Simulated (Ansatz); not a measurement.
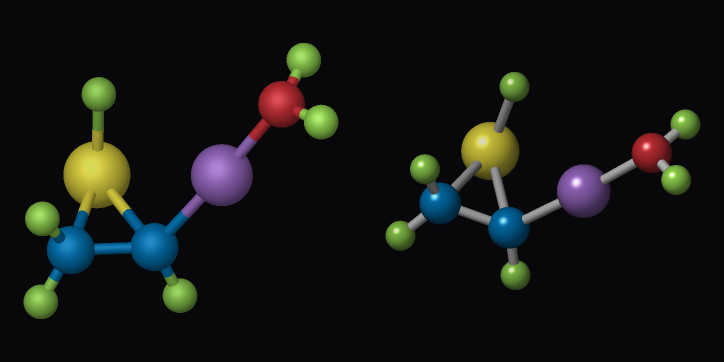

Both panels show the same species. Colours: nitrogen red, zinc purple, carbon blue, antimony yellow, hydrogen green.

The geometry was computed by an optimisation with PBE0-D4/def2-TZVP.

**Count the atoms of each element.**

C2H6NSbZn, 11 atoms: 2 carbon, 6 hydrogen, 1 nitrogen, 1 antimony and 1 zinc.

**Give a SMILES string for it.**

[NH2][Zn][C@H]1[CH2][SbH]1

**Give the symmetry (Schoenflies symbol).**

C1.

**How many bonds of each kind are drawn?**

3 C–H, 2 C–Sb, 2 N–H, 1 N–Zn, 1 C–Zn, 1 C–C, 1 Sb–H.

The parts below concern this one geometry. Atoms keep their numbers from picture to picture.

**Geometry**

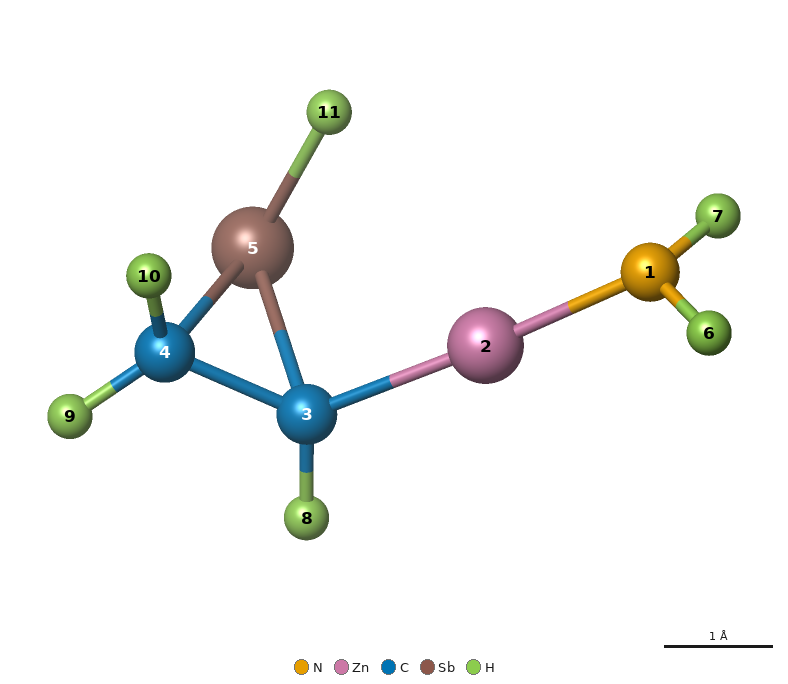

The atoms are numbered.

Estimate the angles N1–Zn2–C3, Zn2–N1–H6, Zn2–C3–Sb5, C3–C4–Sb5, C3–C4–H9, C3–C4–H10, C3–Sb5–C4, C3–Sb5–H11, C4–C3–Sb5, Sb5–C3–H8, Sb5–C4–H9, Sb5–C4–H10.

```csv
angle,degrees
N1–Zn2–C3,176.9
Zn2–N1–H6,119.4
Zn2–C3–Sb5,102.7
C3–C4–Sb5,73.0
C3–C4–H9,118.7
C3–C4–H10,120.1
C3–Sb5–C4,38.0
C3–Sb5–H11,91.5
C4–C3–Sb5,69.0
Sb5–C3–H8,105.5
Sb5–C4–H9,111.2
Sb5–C4–H10,112.0
```

**Charges**

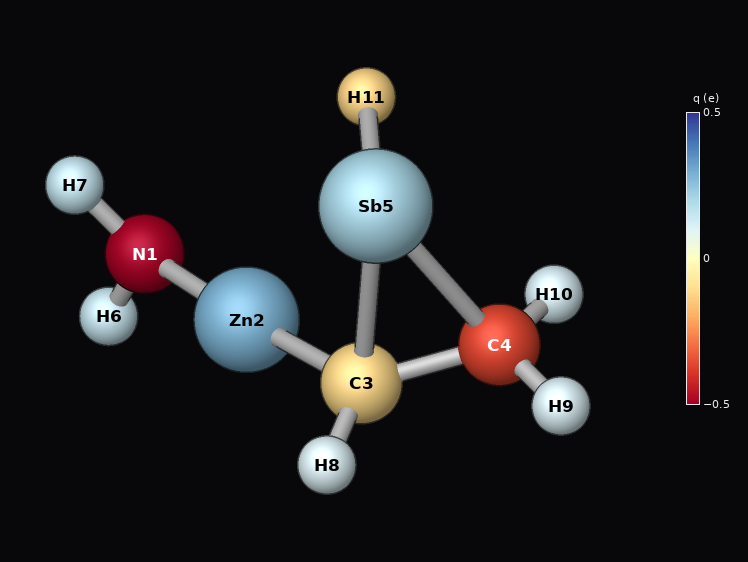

Atoms are coloured by their Mulliken charges. Properties computed with RKS r2SCAN-D4/def2-TZVPP, core potentials on Sb (Ansatz 0.2.0).

**Which atom carries the highest charge (most positive or least negative)?**

Zn2 (0.28 e).

**And the lowest?**

N1 (−0.49 e).

List the Mulliken charges.

```tsv
atom	value (e)
N1	−0.49
Zn2	0.28
C3	−0.11
C4	−0.36
Sb5	0.20
H6	0.14
H7	0.15
H8	0.10
H9	0.10
H10	0.11
H11	−0.12
```

**Vibrations**

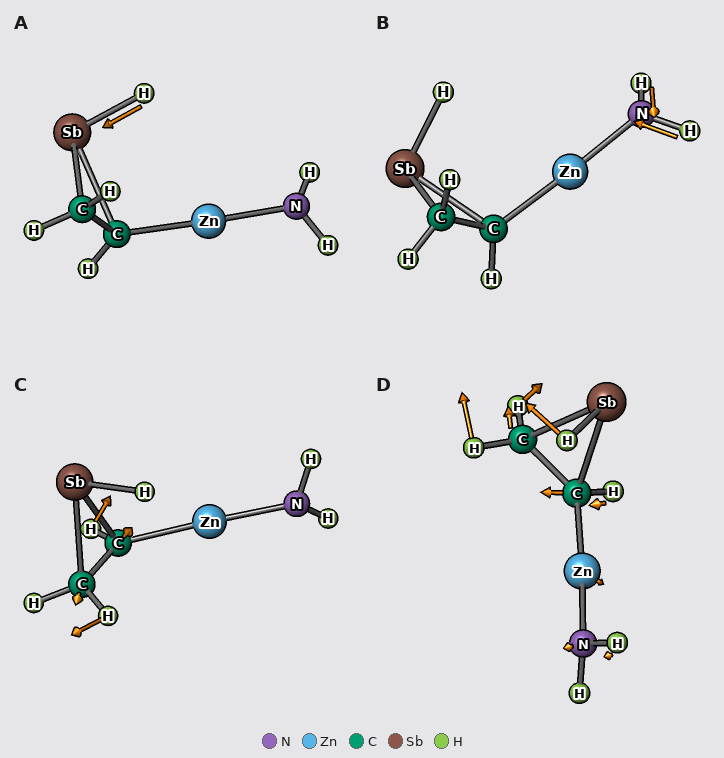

4 normal modes of one molecule or complex, as arrows. Harmonic vibrations computed with RKS PBE0-D4/def2-TZVP, core potentials on Sb (Ansatz 0.2.0) at a stationary point of the same level.

**Match the panels to the wavenumbers 257 cm⁻¹, 1165 cm⁻¹, 1904 cm⁻¹, 3581 cm⁻¹.**

A: 1904 cm⁻¹, Sb–H stretching
B: 3581 cm⁻¹, in-phase stretching of 2 N–H bonds
C: 1165 cm⁻¹
D: 257 cm⁻¹

**Dipole moment**

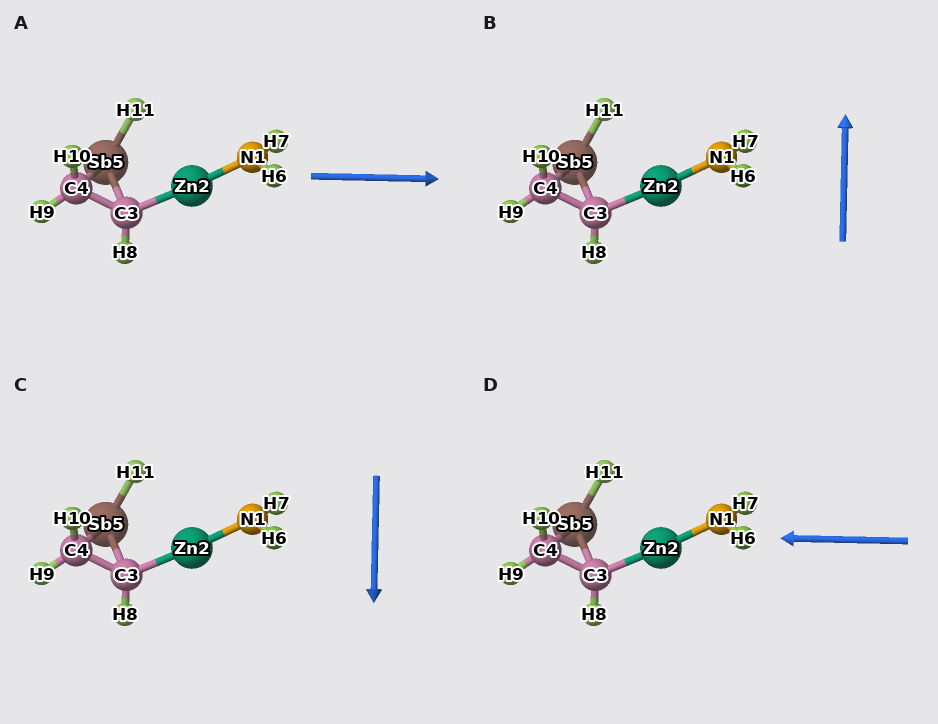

The same molecule four times, each with an arrow. Properties computed with RKS r2SCAN-D4/def2-TZVPP, core potentials on Sb (Ansatz 0.2.0).

**Which arrow points along the dipole moment, from the negative to the positive end?**

C. The dipole moment is 1.17 D; it points from the side of H11 to the side of H8 (the outermost atoms at the two ends).

Mulliken values depend strongly on the basis set and can even reverse the polarity of a bond.
